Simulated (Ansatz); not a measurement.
**Nudged elastic band, with input and output: SiN3H9O (part 1 of 2)**

The run: nudged elastic band of SiN3H9O. Method and program: RKS PBE0/6-31G* (Ansatz 0.2.0).

It belongs to a series of runs on one base structure; here: band between the two ends. Figures and captions count atoms from 1; the log counts them from 0 in places.

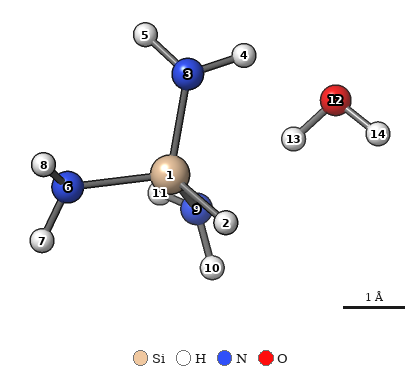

Fig. 1: The input geometry (ball-and-stick view, seen at a tilt; atoms are numbered from 1 in the order of the input).

**Input**
```yaml
crystal:
  periodic: [false, false, false]
  atoms:
    - { symbol: Si, position_ang: [-0.188728, 0.2861, -0.023189] }
    - { symbol: H, position_ang: [-0.505684, 0.404403, 1.43155] }
    - { symbol: "N", position_ang: [1.513223, 0.333718, -0.227863] }
    - { symbol: H, position_ang: [2.008486, -0.442443, 0.205713] }
    - { symbol: H, position_ang: [1.864752, 0.509842, -1.160369] }
    - { symbol: "N", position_ang: [-0.807298, 1.517177, -1.070565] }
    - { symbol: H, position_ang: [-1.806132, 1.582027, -1.213057] }
    - { symbol: H, position_ang: [-0.397788, 2.441198, -1.01444] }
    - { symbol: "N", position_ang: [-0.921979, -1.263802, -0.410038] }
    - { symbol: H, position_ang: [-1.783509, -1.500478, 0.069707] }
    - { symbol: H, position_ang: [-1.001178, -1.508191, -1.391897] }
    - { symbol: O, position_ang: [1.449309, -2.50678, 0.787206] }
    - { symbol: H, position_ang: [0.600546, -2.293768, 0.341895] }
    - { symbol: H, position_ang: [1.197179, -2.645505, 1.708347] }
basis:
  gaussian: { orbitals: "6-31G*" }
hamiltonian:
  xc: pbe0
neb:
  order_check: false
  images: 6
  f_tol: 0.03
  max_iterations: 60
  climbing: false
  final_atoms:
    - { symbol: Si, position_ang: [0.04045017, -0.37024094, -0.5936009] }
    - { symbol: H, position_ang: [0.77414754, -0.55208951, 3.98762476] }
    - { symbol: "N", position_ang: [1.66826452, -0.00332163, -0.99386275] }
    - { symbol: H, position_ang: [2.40565681, -0.63446298, -0.71654881] }
    - { symbol: H, position_ang: [1.89247842, 0.50310965, -1.8371766] }
    - { symbol: "N", position_ang: [-0.77524713, 1.13991628, -0.63463446] }
    - { symbol: H, position_ang: [-1.77954736, 1.17569846, -0.53106913] }
    - { symbol: H, position_ang: [-0.32756358, 1.93910486, -0.20847369] }
    - { symbol: "N", position_ang: [-0.99734229, -1.38378273, -1.54297739] }
    - { symbol: H, position_ang: [-0.74458581, -2.35642606, -1.66070039] }
    - { symbol: H, position_ang: [-1.35229316, -1.00747332, -2.41271833] }
    - { symbol: O, position_ang: [0.24357127, -1.21056587, 0.83399501] }
    - { symbol: H, position_ang: [-0.5581101, -1.67925046, 1.09397352] }
    - { symbol: H, position_ang: [0.7313197, -0.64671773, 3.24916916] }
  initial_path:
    images:
      - { positions_ang: [[-0.188728, 0.2861, -0.023189], [-0.505684, 0.404403, 1.43155], [1.513223, 0.333718, -0.227863], [2.008486, -0.442443, 0.205713], [1.864752, 0.509842, -1.160369], [-0.807298, 1.517177, -1.070565], [-1.806132, 1.582027, -1.213057], [-0.397788, 2.441198, -1.01444], [-0.921979, -1.263802, -0.410038], [-1.783509, -1.500478, 0.069707], [-1.001178, -1.508191, -1.391897], [1.449309, -2.50678, 0.787206], [0.600546, -2.293768, 0.341895], [1.197179, -2.645505, 1.708347]] }
      - { positions_ang: [[-0.1363967, 0.2045991, -0.01824455], [-0.37735404, 0.29382967, 1.53777095], [1.57433022, 0.23938005, -0.32375043], [2.07301784, -0.57708188, -0.05922506], [1.96875959, 0.62769147, -1.03741154], [-0.82009618, 1.50547369, -0.95028623], [-1.8225421, 1.53391696, -1.14084972], [-0.37956137, 2.42906076, -0.92859006], [-0.89816169, -1.32952323, -0.47061049], [-1.67097846, -1.67361955, 0.06260151], [-0.93604527, -1.57795292, -1.46503671], [1.24127653, -2.28150562, 0.74940063], [0.45667002, -2.34397106, 0.35777291], [0.9482806, -2.13679943, 1.71945879]] }
      - { positions_ang: [[-0.0840654, 0.1230982, -0.0133001], [-0.24902409, 0.18325633, 1.6439919], [1.63543744, 0.1450421, -0.41963786], [2.13754968, -0.71172077, -0.32416313], [2.07276718, 0.74554094, -0.91445407], [-0.83289435, 1.49377037, -0.83000745], [-1.83895219, 1.48580692, -1.06864244], [-0.36133474, 2.41692352, -0.84274012], [-0.87434438, -1.39524445, -0.53118298], [-1.55844792, -1.8467611, 0.05549602], [-0.87091254, -1.64771485, -1.53817641], [1.03324406, -2.05623124, 0.71159526], [0.31279404, -2.39417412, 0.37365081], [0.69938221, -1.62809386, 1.73057058]] }
      - { positions_ang: [[-0.0317341, 0.0415973, -0.00835566], [-0.12069413, 0.072683, 1.75021286], [1.69654467, 0.05070415, -0.51552529], [2.20208152, -0.84635965, -0.58910119], [2.17677477, 0.86339042, -0.79149661], [-0.84569253, 1.48206706, -0.70972868], [-1.85536229, 1.43769688, -0.99643517], [-0.34310811, 2.40478628, -0.75689019], [-0.85052707, -1.46096568, -0.59175548], [-1.44591738, -2.01990265, 0.04839054], [-0.8057798, -1.71747677, -1.61131612], [0.82521158, -1.83095686, 0.67378989], [0.16891807, -2.44437717, 0.38952872], [0.45048381, -1.1193883, 1.74168237]] }
      - { positions_ang: [[0.00100563, -0.05216569, -0.08984307], [0.06213894, -0.06395879, 2.11536639], [1.71869346, 0.00255563, -0.62495382], [2.2588202, -0.87379108, -0.72085288], [2.18073569, 0.86242865, -0.88818341], [-0.84111383, 1.42817267, -0.64745289], [-1.85156448, 1.37964994, -0.89900833], [-0.33307605, 2.33305869, -0.64175214], [-0.86129325, -1.47810578, -0.75360396], [-1.29749978, -2.14218095, -0.19881052], [-0.85593911, -1.64594567, -1.75714774], [0.65296334, -1.64578341, 0.68047403], [0.00339577, -2.35658895, 0.49696851], [0.38393248, -0.83384726, 1.96179982]] }
      - { positions_ang: [[0.01415381, -0.15819077, -0.25776235], [0.29947514, -0.22666903, 2.73945251], [1.70188381, 0.00059654, -0.74792346], [2.30776574, -0.79401504, -0.71941819], [2.08464994, 0.74265565, -1.20451447], [-0.81915827, 1.3320872, -0.64318008], [-1.82755877, 1.31166612, -0.77636193], [-0.33123856, 2.20174074, -0.49732599], [-0.90664293, -1.44666476, -1.01672844], [-1.11319512, -2.21359599, -0.68610714], [-1.02139046, -1.43312156, -1.97567127], [0.51649931, -1.5007109, 0.73164769], [-0.18377286, -2.13080946, 0.69597018], [0.49972822, -0.77147075, 2.39092293]] }
      - { positions_ang: [[0.02730199, -0.26421586, -0.42568162], [0.53681134, -0.38937927, 3.36353864], [1.68507416, -0.00136254, -0.8708931], [2.35671127, -0.71423901, -0.7179835], [1.98856418, 0.62288265, -1.52084553], [-0.7972027, 1.23600174, -0.63890727], [-1.80355307, 1.24368229, -0.65371553], [-0.32940107, 2.0704228, -0.35289984], [-0.95199261, -1.41522375, -1.27985291], [-0.92889046, -2.28501103, -1.17340377], [-1.18684181, -1.22029744, -2.1941948], [0.38003529, -1.35563839, 0.78282135], [-0.37094148, -1.90502996, 0.89497185], [0.61552396, -0.70909424, 2.82004604]] }
      - { positions_ang: [[0.04045017, -0.37024094, -0.5936009], [0.77414754, -0.55208951, 3.98762476], [1.66826452, -0.00332163, -0.99386275], [2.40565681, -0.63446298, -0.71654881], [1.89247842, 0.50310965, -1.8371766], [-0.77524713, 1.13991628, -0.63463446], [-1.77954736, 1.17569846, -0.53106913], [-0.32756358, 1.93910486, -0.20847369], [-0.99734229, -1.38378273, -1.54297739], [-0.74458581, -2.35642606, -1.66070039], [-1.35229316, -1.00747332, -2.41271833], [0.24357127, -1.21056587, 0.83399501], [-0.5581101, -1.67925046, 1.09397352], [0.7313197, -0.64671773, 3.24916916]] }
```

Hardware: 2 threads of AMD EPYC (Zen 5), 32 GiB of memory available, shared host.

Command:
```bash
ansatz run input.yaml --threads 2 --pin off --max-ram 3072MiB --backend cpu --events-out ev --progress --plain --runs-dir out
```

**Log**
```
Engine: ansatz 0.2.0, x86_64-unknown-linux-gnu
Functional definition: PBE0
  parameter a = 0.25
  parameter kappa = 0.804
  parameter beta = 0.06672455060314922
  exchange = (1 - a)*pbe_x(kappa = kappa, mu = beta*pi^2/3) + a*exact_x
  correlation = pbe_c(beta = beta)
1096 factors; integrals over basis functions are off by at most 5.2e-4 eV
mean field evaluation 1: about -14517.4391 eV, gradient 8.9e1 eV
mean field evaluation 2: about -14507.6776 eV, gradient 1.1e2 eV
mean field evaluation 4: about -14531.9926 eV, gradient 2.3e0 eV
mean field evaluation 8: about -14532.0282 eV, gradient 7.5e-2 eV
mean field -14532.02818355 eV, -534.0421855829 hartree, gradient 3.3e-5 eV, S^2 0.000000; 0 other end points of the search recorded, 0 dependent functions left out
the calculation of the forces begins
reference -14532.02820893 eV, -534.0421865156 hartree; 26, 26 occupied and 71, 71 virtual orbitals, 1096 factors
1095 factors; integrals over basis functions are off by at most 9.7e-4 eV
mean field evaluation 16: about -14518.0095 eV, gradient 8.9e1 eV
mean field -14532.72035070 eV, -534.0676222565 hartree, gradient 1.1e-5 eV, S^2 0.000000; 0 other end points of the search recorded, 0 dependent functions left out
[... from here on the field's lines of each further geometry are left out, up to the last ...]
NEB iter   1: max|band force component| = 1.151e1 eV/Å  barrier→ = 4.8634 eV  barrier← = 5.5556 eV  Δτ_max = 0.2000 Å  (209 SCF iters)
NEB iter   2: max|band force component| = 3.409e0 eV/Å  barrier→ = 2.4913 eV  barrier← = 3.1835 eV  Δτ_max = 0.2000 Å  (174 SCF iters)
NEB iter   3: max|band force component| = 2.765e0 eV/Å  barrier→ = 2.2604 eV  barrier← = 2.9526 eV  Δτ_max = 0.2000 Å  (165 SCF iters)
NEB iter   4: max|band force component| = 6.889e-1 eV/Å  barrier→ = 2.0753 eV  barrier← = 2.7674 eV  Δτ_max = 0.2000 Å  (163 SCF iters)
NEB iter   5: max|band force component| = 6.844e-1 eV/Å  barrier→ = 1.9101 eV  barrier← = 2.6023 eV  Δτ_max = 0.1972 Å  (165 SCF iters)
NEB iter   6: max|band force component| = 1.147e0 eV/Å  barrier→ = 1.4602 eV  barrier← = 2.1523 eV  Δτ_max = 0.1013 Å  (163 SCF iters)
NEB iter   7: max|band force component| = 5.016e-1 eV/Å  barrier→ = 1.2209 eV  barrier← = 1.9131 eV  Δτ_max = 0.2000 Å  (166 SCF iters)
NEB iter   8: max|band force component| = 1.094e0 eV/Å  barrier→ = 0.9694 eV  barrier← = 1.6615 eV  Δτ_max = 0.0998 Å  (165 SCF iters)
NEB iter   9: max|band force component| = 5.578e-1 eV/Å  barrier→ = 0.8890 eV  barrier← = 1.5811 eV  Δτ_max = 0.1005 Å  (166 SCF iters)
NEB iter  10: max|band force component| = 3.942e-1 eV/Å  barrier→ = 0.8029 eV  barrier← = 1.4951 eV  Δτ_max = 0.1005 Å  (162 SCF iters)
NEB iter  11: max|band force component| = 4.671e-1 eV/Å  barrier→ = 0.6971 eV  barrier← = 1.3893 eV  Δτ_max = 0.0508 Å  (160 SCF iters)
NEB iter  12: max|band force component| = 3.753e-1 eV/Å  barrier→ = 0.6525 eV  barrier← = 1.3446 eV  Δτ_max = 0.0251 Å  (163 SCF iters)
NEB iter  13: max|band force component| = 1.859e-1 eV/Å  barrier→ = 0.6418 eV  barrier← = 1.3340 eV  Δτ_max = 0.0502 Å  (165 SCF iters)
NEB iter  14: max|band force component| = 1.996e-1 eV/Å  barrier→ = 0.6320 eV  barrier← = 1.3241 eV  Δτ_max = 0.0251 Å  (159 SCF iters)
NEB iter  15: max|band force component| = 1.696e-1 eV/Å  barrier→ = 0.6243 eV  barrier← = 1.3165 eV  Δτ_max = 0.0251 Å  (162 SCF iters)
NEB iter  16: max|band force component| = 1.522e-1 eV/Å  barrier→ = 0.6217 eV  barrier← = 1.3138 eV  Δτ_max = 0.0251 Å  (161 SCF iters)
NEB iter  17: max|band force component| = 1.384e-1 eV/Å  barrier→ = 0.6191 eV  barrier← = 1.3113 eV  Δτ_max = 0.0504 Å  (165 SCF iters)
NEB iter  18: max|band force component| = 9.829e-2 eV/Å  barrier→ = 0.6407 eV  barrier← = 1.3329 eV  Δτ_max = 0.0512 Å  (159 SCF iters)
NEB iter  19: max|band force component| = 2.119e-1 eV/Å  barrier→ = 0.6696 eV  barrier← = 1.3618 eV  Δτ_max = 0.0254 Å  (159 SCF iters)
NEB iter  20: max|band force component| = 8.500e-2 eV/Å  barrier→ = 0.6747 eV  barrier← = 1.3669 eV  Δτ_max = 0.0500 Å  (150 SCF iters)
NEB iter  21: max|band force component| = 5.804e-2 eV/Å  barrier→ = 0.7356 eV  barrier← = 1.4278 eV  Δτ_max = 0.0503 Å  (166 SCF iters)
NEB iter  22: max|band force component| = 1.060e-1 eV/Å  barrier→ = 0.7651 eV  barrier← = 1.4573 eV  Δτ_max = 0.0251 Å  (157 SCF iters)
NEB iter  23: max|band force component| = 7.013e-2 eV/Å  barrier→ = 0.7836 eV  barrier← = 1.4757 eV  Δτ_max = 0.0254 Å  (156 SCF iters)
NEB iter  24: max|band force component| = 6.254e-2 eV/Å  barrier→ = 0.7680 eV  barrier← = 1.4601 eV  Δτ_max = 0.0251 Å  (151 SCF iters)
NEB iter  25: max|band force component| = 3.215e-2 eV/Å  barrier→ = 0.7829 eV  barrier← = 1.4751 eV  Δτ_max = 0.0252 Å  (158 SCF iters)
NEB iter  26: max|band force component| = 1.361e-1 eV/Å  barrier→ = 0.8051 eV  barrier← = 1.4972 eV  Δτ_max = 0.0127 Å  (154 SCF iters)
NEB iter  27: max|band force component| = 3.674e-2 eV/Å  barrier→ = 0.7997 eV  barrier← = 1.4918 eV  Δτ_max = 0.0251 Å  (149 SCF iters)
NEB iter  28: max|band force component| = 3.005e-2 eV/Å  barrier→ = 0.8114 eV  barrier← = 1.5036 eV  Δτ_max = 0.0251 Å  (143 SCF iters)
NEB iter  29: max|band force component| = 1.289e-1 eV/Å  barrier→ = 0.8079 eV  barrier← = 1.5001 eV  Δτ_max = 0.0125 Å  (147 SCF iters)
NEB iter  30: max|band force component| = 3.526e-2 eV/Å  barrier→ = 0.8061 eV  barrier← = 1.4983 eV  Δτ_max = 0.0251 Å  (139 SCF iters)
NEB iter  31: max|band force component| = 5.376e-2 eV/Å  barrier→ = 0.8079 eV  barrier← = 1.5001 eV  Δτ_max = 0.0125 Å  (139 SCF iters)
NEB iter  32: max|band force component| = 7.195e-2 eV/Å  barrier→ = 0.8099 eV  barrier← = 1.5021 eV  Δτ_max = 0.0063 Å  (133 SCF iters)
the calculation of the forces begins
reference -14532.71740692 eV, -534.0675140748 hartree; 26, 26 occupied and 71, 71 virtual orbitals, 1096 factors
1096 factors; integrals over basis functions are off by at most 6.9e-4 eV
mean field evaluation 1472: about -14531.2186 eV, gradient 1.3e-2 eV
mean field -14531.21860115 eV, -534.0124339786 hartree, gradient 3.0e-5 eV, S^2 0.000000; 1 other end points of the search recorded, 0 dependent functions left out
the calculation of the forces begins
reference -14531.21862575 eV, -534.0124348827 hartree; 26, 26 occupied and 71, 71 virtual orbitals, 1096 factors
NEB iter  33: max|band force component| = 2.170e-2 eV/Å  barrier→ = 0.8096 eV  barrier← = 1.5017 eV  Δτ_max = 0.0000 Å  (294 SCF iters)
```
